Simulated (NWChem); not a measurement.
Single-point calculation, with input and output: AlClOF (charge +1)

The run: single-point calculation of AlClOF, charge +1. Method and program: HF/STO-3G, RHF (NWChem 7.3.0).

The geometry is that of the parent species in another charge or spin state. The geometry comes from this level: PBE0-D4/def2-TZVP.

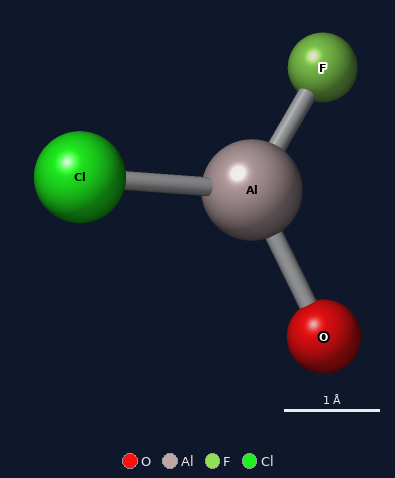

The structure (ball-and-stick view, seen at a tilt). Sticks mark near contacts. Bond lengths as drawn: Al–Cl 2.06 Å, Al–F 1.63 Å and Al–O 1.72 Å.

## Key numbers

```json
{"quantity": "outcome", "value": "converged"}
{"quantity": "total energy", "value": "−865.229401 hartree"}
{"quantity": "basis functions", "value": "28"}
{"quantity": "HOMO", "value": "−16.56 eV"}
{"quantity": "LUMO", "value": "−8.24 eV"}
{"quantity": "hardware", "value": "1 thread of Intel Xeon (Granite Rapids), 16 GiB of memory available, shared host"}
{"quantity": "wall time", "value": "2.1 s"}
{"quantity": "peak memory", "value": "0.096 GiB"}
```

## The input
```
start sp
memory total 2200 mb
charge 1

geometry units angstrom noautosym nocenter noautoz
O      0.993300     0.591700     1.294800
Al     0.061900    -0.095200     0.016700
F      0.278100    -1.671200    -0.348900
Cl    -1.277700     1.114400    -0.982900
end

basis spherical bse
O library STO-3G
Al library STO-3G
F library STO-3G
Cl library STO-3G
end

scf
thresh 1e-08
maxiter 80
end

task scf energy
```

Command:
```bash
nwchem sp.nw > sp.out
```

## Log
```
Northwest Computational Chemistry Package (NWChem) 7.3.0
             --------------------------------------------------------

           Job information
           ---------------

    nwchem branch   = 7.3.0
    use scalapack   = T
    input           = sp.nw
    prefix          = sp.
    data base       = ./sp.db
    status          = startup
    nproc           =        1

           Memory information
           ------------------

    heap     =     72089600 doubles =      550.0 Mbytes
    stack    =     72089597 doubles =      550.0 Mbytes
    global   =    144179200 doubles =     1100.0 Mbytes (distinct from heap & stack)
    total    =    288358397 doubles =     2200.0 Mbytes
    verify   = yes
    hardfail = no

           Directory information
           ---------------------

  0 permanent = .
  0 scratch   = .

                                NWChem Input Module
                                -------------------

 Scaling coordinates for geometry "geometry" by  1.889725989
 (inverse scale =  0.529177249)

                             Geometry "geometry" -> ""
                             -------------------------

 Output coordinates in angstroms (scale by  1.889725989 to convert to a.u.)

  No.       Tag          Charge          X              Y              Z
 ---- ---------------- ---------- -------------- -------------- --------------
    1 O                    8.0000     0.99330000     0.59170000     1.29480000
    2 Al                  13.0000     0.06190000    -0.09520000     0.01670000
    3 F                    9.0000     0.27810000    -1.67120000    -0.34890000
    4 Cl                  17.0000    -1.27770000     1.11440000    -0.98290000

      Atomic Mass
      -----------

      O                 15.994910
      Al                26.981540
      F                 18.998400
      Cl                34.968850

 Effective nuclear repulsion energy (a.u.)     186.7056670903

            Nuclear Dipole moment (a.u.)
            ----------------------------
        X                 Y               Z
 ---------------- ---------------- ----------------
   -19.7795729499    13.9839723155   -17.5251298455

            XYZ format geometry
            -------------------
     4
 geometry
 O                     0.99330000     0.59170000     1.29480000
 Al                    0.06190000    -0.09520000     0.01670000
 F                     0.27810000    -1.67120000    -0.34890000
 Cl                   -1.27770000     1.11440000    -0.98290000

 ==============================================================================
                                internuclear distances
 ------------------------------------------------------------------------------
       center one      |      center two      | atomic units |  angstroms
 ------------------------------------------------------------------------------
    2 Al               |   1 O                |     3.25827  |     1.72420
    3 F                |   2 Al               |     3.08447  |     1.63223
    4 Cl               |   2 Al               |     3.89891  |     2.06322
 ------------------------------------------------------------------------------
                         number of included internuclear distances:          3
 ==============================================================================

 ==============================================================================
                                 internuclear angles
 ------------------------------------------------------------------------------
        center 1       |       center 2       |       center 3       |  degrees
 ------------------------------------------------------------------------------
    1 O                |   2 Al               |   3 F                |   118.63
    1 O                |   2 Al               |   4 Cl               |   118.44
    3 F                |   2 Al               |   4 Cl               |   122.93
 ------------------------------------------------------------------------------
                            number of included internuclear angles:          3
 ==============================================================================

                      Basis "ao basis" -> "" (spherical)
                      -----
  [basis functions not shown]

 Summary of "ao basis" -> "" (spherical)
 ------------------------------------------------------------------------------
       Tag                 Description            Shells   Functions and Types
 ---------------- ------------------------------  ------  ---------------------
 O                           STO-3G                  3        5   2s1p
 Al                          STO-3G                  5        9   3s2p
 F                           STO-3G                  3        5   2s1p
 Cl                          STO-3G                  5        9   3s2p

                                 NWChem SCF Module
                                 -----------------

  ao basis        = "ao basis"
  functions       =    28
  atoms           =     4
  closed shells   =    23
  open shells     =     0
  charge          =   1.00
  wavefunction    = RHF
  input vectors   = atomic
  output vectors  = ./sp.movecs
  use symmetry    = F
  symmetry adapt  = F

 Summary of "ao basis" -> "ao basis" (spherical)
 ------------------------------------------------------------------------------
       Tag                 Description            Shells   Functions and Types
 ---------------- ------------------------------  ------  ---------------------
 O                           STO-3G                  3        5   2s1p
 Al                          STO-3G                  5        9   3s2p
 F                           STO-3G                  3        5   2s1p
 Cl                          STO-3G                  5        9   3s2p

 Forming initial guess at       0.0s

      Superposition of Atomic Density Guess
      -------------------------------------

 Sum of atomic energies:        -865.19634288

 Renormalizing density from      47.00 to     46

      Non-variational initial energy
      ------------------------------

 Total energy =    -853.422383
 1-e energy   =   -1547.351294
 2-e energy   =     507.223244
 HOMO         =      -0.533488
 LUMO         =      -0.531301

 Starting SCF solution at       0.0s

 ----------------------------------------------
         Quadratically convergent ROHF

 Convergence threshold     :          1.000E-08
 Maximum no. of iterations :           80
 Final Fock-matrix accuracy:          1.000E-10
 ----------------------------------------------

              iter       energy          gnorm     gmax       time
             ----- ------------------- --------- --------- --------
                 1     -865.0514251948  1.12D+00  5.70D-01      0.1
                 2     -865.2198623225  3.86D-01  1.83D-01      0.1
                 3     -865.2277313177  1.22D-01  4.98D-02      0.2
                 4     -865.2293573091  9.33D-03  5.21D-03      0.2
                 5     -865.2294010455  1.73D-04  7.19D-05      0.5
                 6     -865.2294010514  2.69D-08  1.73D-08      0.7
  ga_iter_lsolve: convergence stagnant ... aborting solve

 Disabled NR: increased maxiter to  90

                 7     -865.2294010514  1.85D-08  8.20D-09      0.9
                 8     -865.2294010514  1.29D-08  8.02D-09      0.9
                 9     -865.2294010514  2.52D-08  1.05D-08      1.0
                10     -865.2294010514  3.30D-08  1.74D-08      1.2
                11     -865.2294010514  1.31D-08  5.92D-09      1.3
                12     -865.2294010514  1.43D-08  6.40D-09      1.3
                13     -865.2294010514  1.57D-08  6.06D-09      1.4
                14     -865.2294010514  1.80D-08  8.22D-09      1.5
                15     -865.2294010514  3.53D-09  1.07D-09      1.6

       Final RHF  results
       ------------------

         Total SCF energy =   -865.229401051441
      One-electron energy =  -1564.812008776292
      Two-electron energy =    512.876940634503
 Nuclear repulsion energy =    186.705667090348

        Time for solution =      1.5s

             Final eigenvalues
             -----------------

              1
    1 -103.8860
    2  -58.2285
    3  -26.1255
    4  -20.9130
    5  -10.5720
    6   -8.0156
    7   -8.0103
    8   -8.0101
    9   -5.1496
   10   -3.3801
   11   -3.3795
   12   -3.3765
   13   -1.6836
   14   -1.6656
   15   -1.2154
   16   -0.9675
   17   -0.9292
   18   -0.7430
   19   -0.7050
   20   -0.7006
   21   -0.6536
   22   -0.6103
   23   -0.6085
   24   -0.3028
   25    0.0121
   26    0.0331
   27    0.2993
   28    0.3664

                       ROHF Final Molecular Orbital Analysis
                       -------------------------------------

 Vector   14  Occ=2.000000D+00  E=-1.665638D+00
              MO Center=  8.2D-01,  2.0D-01,  9.6D-01, r^2= 1.4D+00
   Bfn.  Coefficient  Atom+Function         Bfn.  Coefficient  Atom+Function
  ----- ------------  ---------------      ----- ------------  ---------------
     2      0.910216  1 O  s                 16     -0.399928  3 F  s
     1     -0.234921  1 O  s

 Vector   15  Occ=2.000000D+00  E=-1.215384D+00
              MO Center= -1.1D+00,  9.8D-01, -8.5D-01, r^2= 9.9D-01
   Bfn.  Coefficient  Atom+Function         Bfn.  Coefficient  Atom+Function
  ----- ------------  ---------------      ----- ------------  ---------------
    25      0.959238  4 Cl s                 21     -0.278491  4 Cl s

 Vector   16  Occ=2.000000D+00  E=-9.674926D-01
              MO Center=  9.4D-01,  5.6D-01,  1.2D+00, r^2= 8.7D-01
   Bfn.  Coefficient  Atom+Function         Bfn.  Coefficient  Atom+Function
  ----- ------------  ---------------      ----- ------------  ---------------
     5      0.641506  1 O  pz                 3      0.462292  1 O  px
     4      0.359627  1 O  py                 2      0.268951  1 O  s
    11     -0.246424  2 Al s

 Vector   17  Occ=2.000000D+00  E=-9.292333D-01
              MO Center=  9.8D-01,  5.8D-01,  1.3D+00, r^2= 4.9D-01
   Bfn.  Coefficient  Atom+Function         Bfn.  Coefficient  Atom+Function
  ----- ------------  ---------------      ----- ------------  ---------------
     3      0.701918  1 O  px                 5     -0.643495  1 O  pz
     4      0.245573  1 O  py

 Vector   18  Occ=2.000000D+00  E=-7.430327D-01
              MO Center= -1.7D-02, -9.7D-01, -4.0D-01, r^2= 2.3D+00
   Bfn.  Coefficient  Atom+Function         Bfn.  Coefficient  Atom+Function
  ----- ------------  ---------------      ----- ------------  ---------------
    18      0.630758  3 F  py                11      0.415666  2 Al s
    17     -0.314949  3 F  px                16     -0.268447  3 F  s
    27     -0.237750  4 Cl py                25     -0.221958  4 Cl s
     7     -0.168470  2 Al s

 Vector   19  Occ=2.000000D+00  E=-7.049545D-01
              MO Center=  2.4D-01, -1.5D+00, -3.2D-01, r^2= 9.6D-01
   Bfn.  Coefficient  Atom+Function         Bfn.  Coefficient  Atom+Function
  ----- ------------  ---------------      ----- ------------  ---------------
    19      0.683050  3 F  pz                17      0.525352  3 F  px
    18      0.288229  3 F  py                13     -0.184450  2 Al py
    16     -0.152893  3 F  s

 Vector   20  Occ=2.000000D+00  E=-7.005885D-01
              MO Center=  2.4D-01, -1.5D+00, -3.3D-01, r^2= 7.2D-01
   Bfn.  Coefficient  Atom+Function         Bfn.  Coefficient  Atom+Function
  ----- ------------  ---------------      ----- ------------  ---------------
    17      0.676339  3 F  px                19     -0.620040  3 F  pz
    18      0.236622  3 F  py

 Vector   21  Occ=2.000000D+00  E=-6.536112D-01
              MO Center= -8.3D-01,  4.7D-01, -7.4D-01, r^2= 3.0D+00
   Bfn.  Coefficient  Atom+Function         Bfn.  Coefficient  Atom+Function
  ----- ------------  ---------------      ----- ------------  ---------------
    26      0.491265  4 Cl px                28      0.421121  4 Cl pz
    27     -0.300666  4 Cl py                25     -0.291207  4 Cl s
    17      0.286988  3 F  px                18     -0.286857  3 F  py
    13      0.248453  2 Al py                19      0.203572  3 F  pz
    11      0.189887  2 Al s                  4      0.150047  1 O  py

 Vector   22  Occ=2.000000D+00  E=-6.102634D-01
              MO Center= -1.2D+00,  1.0D+00, -9.5D-01, r^2= 1.3D+00
   Bfn.  Coefficient  Atom+Function         Bfn.  Coefficient  Atom+Function
  ----- ------------  ---------------      ----- ------------  ---------------
    26      0.710973  4 Cl px                28     -0.651806  4 Cl pz
    27      0.248739  4 Cl py                22     -0.192166  4 Cl px
    24      0.176174  4 Cl pz

 Vector   23  Occ=2.000000D+00  E=-6.084992D-01
              MO Center= -1.2D+00,  1.0D+00, -9.4D-01, r^2= 1.3D+00
   Bfn.  Coefficient  Atom+Function         Bfn.  Coefficient  Atom+Function
  ----- ------------  ---------------      ----- ------------  ---------------
    27      0.830207  4 Cl py                28      0.526004  4 Cl pz
    23     -0.224214  4 Cl py                26      0.191775  4 Cl px
    18      0.162397  3 F  py

 Vector   24  Occ=0.000000D+00  E=-3.027882D-01
              MO Center=  9.0D-01,  5.7D-01,  1.2D+00, r^2= 9.3D-01
   Bfn.  Coefficient  Atom+Function         Bfn.  Coefficient  Atom+Function
  ----- ------------  ---------------      ----- ------------  ---------------
     4      0.847870  1 O  py                 3     -0.433114  1 O  px

 Vector   25  Occ=0.000000D+00  E= 1.211372D-02
              MO Center= -2.4D-02,  1.2D-01,  6.6D-03, r^2= 2.2D+00
   Bfn.  Coefficient  Atom+Function         Bfn.  Coefficient  Atom+Function
  ----- ------------  ---------------      ----- ------------  ---------------
    11      1.097326  2 Al s                 26     -0.390258  4 Cl px
    18     -0.369181  3 F  py                 2     -0.339979  1 O  s
     7     -0.317368  2 Al s                 28     -0.315934  4 Cl pz
     5      0.308202  1 O  pz                27      0.287535  4 Cl py
    25     -0.264525  4 Cl s                  3      0.243964  1 O  px

 Vector   26  Occ=0.000000D+00  E= 3.313463D-02
              MO Center=  4.2D-02, -1.2D-01, -1.3D-02, r^2= 1.7D+00
   Bfn.  Coefficient  Atom+Function         Bfn.  Coefficient  Atom+Function
  ----- ------------  ---------------      ----- ------------  ---------------
    12      0.740172  2 Al px                14     -0.678577  2 Al pz
     8     -0.282798  2 Al px                10      0.259265  2 Al pz
    13      0.258942  2 Al py                17     -0.202726  3 F  px
    19      0.185859  3 F  pz                26     -0.179275  4 Cl px
    28      0.164395  4 Cl pz

 Vector   27  Occ=0.000000D+00  E= 2.992888D-01
              MO Center= -4.7D-02, -9.0D-02, -1.0D-01, r^2= 1.8D+00
   Bfn.  Coefficient  Atom+Function         Bfn.  Coefficient  Atom+Function
  ----- ------------  ---------------      ----- ------------  ---------------
    14      0.891948  2 Al pz                12      0.835215  2 Al px
    27     -0.399700  4 Cl py                 2     -0.369591  1 O  s
    25      0.341563  4 Cl s                 10     -0.301386  2 Al pz
    26      0.302651  4 Cl px                 8     -0.281252  2 Al px
     4      0.248825  1 O  py                 5      0.247006  1 O  pz

 Vector   28  Occ=0.000000D+00  E= 3.663550D-01
              MO Center=  9.1D-02, -3.0D-01, -3.1D-02, r^2= 1.8D+00
   Bfn.  Coefficient  Atom+Function         Bfn.  Coefficient  Atom+Function
  ----- ------------  ---------------      ----- ------------  ---------------
    13      1.137782  2 Al py                18      0.535013  3 F  py
    16      0.468514  3 F  s                  9     -0.376722  2 Al py
    28     -0.231425  4 Cl pz                26     -0.221559  4 Cl px
    14      0.219347  2 Al pz                12     -0.196971  2 Al px
    25     -0.185821  4 Cl s                  3      0.175966  1 O  px

 center of mass
 --------------
 x =  -0.42569537 y =   0.27513832 z =  -0.38671478

 moments of inertia (a.u.)
 ------------------
         568.287655498835         164.981000768770        -207.845259641365
         164.981000768770         458.456547750172          43.300994663886
        -207.845259641365          43.300994663886         606.364555838739

  Mulliken analysis of the total density
  --------------------------------------

    Atom       Charge   Shell Charges
 -----------   ------   -------------------------------------------------------
    1 O    8     7.78   2.00  1.98  3.80
    2 Al  13    11.69   2.00  1.98  5.82  0.76  1.13
    3 F    9     9.25   2.00  1.96  5.28
    4 Cl  17    17.29   2.00  2.00  5.99  1.99  5.31

       Multipole analysis of the density wrt the origin
       ------------------------------------------------

     L   x y z        total         open         nuclear
     -   - - -        -----         ----         -------
     0   0 0 0      1.000000      0.000000     47.000000

     1   1 0 0      1.313555      0.000000    -19.779573
     1   0 1 0      0.282920      0.000000     13.983972
     1   0 0 1      1.513386      0.000000    -17.525130

     2   2 0 0    -19.874036      0.000000    129.957531
     2   1 1 0      2.127930      0.000000    -84.860415
     2   1 0 1     -0.357150      0.000000    109.912531
     2   0 2 0    -22.617637      0.000000    175.578379
     2   0 1 1      0.869879      0.000000    -25.942752
     2   0 0 2    -18.934131      0.000000    110.470281

 Task  times  cpu:        1.6s     wall:        1.6s
 Total times  cpu:        1.6s     wall:        1.6s
```

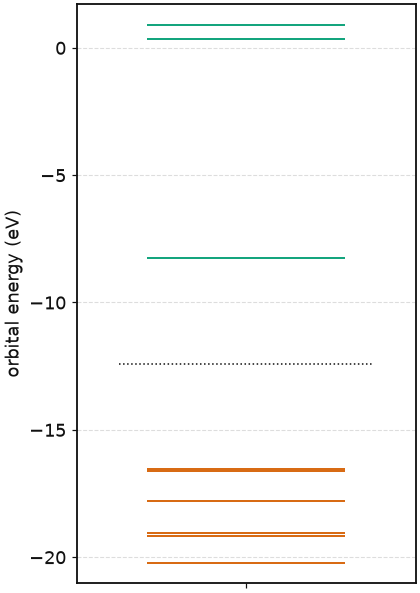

Orbital energies near the frontier; the dotted line parts filled from empty levels, and levels within 0.02 eV of each other stand side by side. Highest filled −16.56 eV, lowest empty −8.24 eV, 8.32 eV apart.

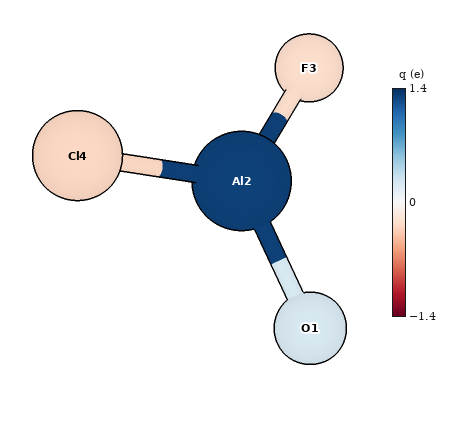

Mulliken charges, as the colour of each atom (ball-and-stick view, seen at a tilt; atoms are numbered from 1 in the order of the input). By element: O +0.22, Al +1.31, F −0.25 and Cl −0.29 e.
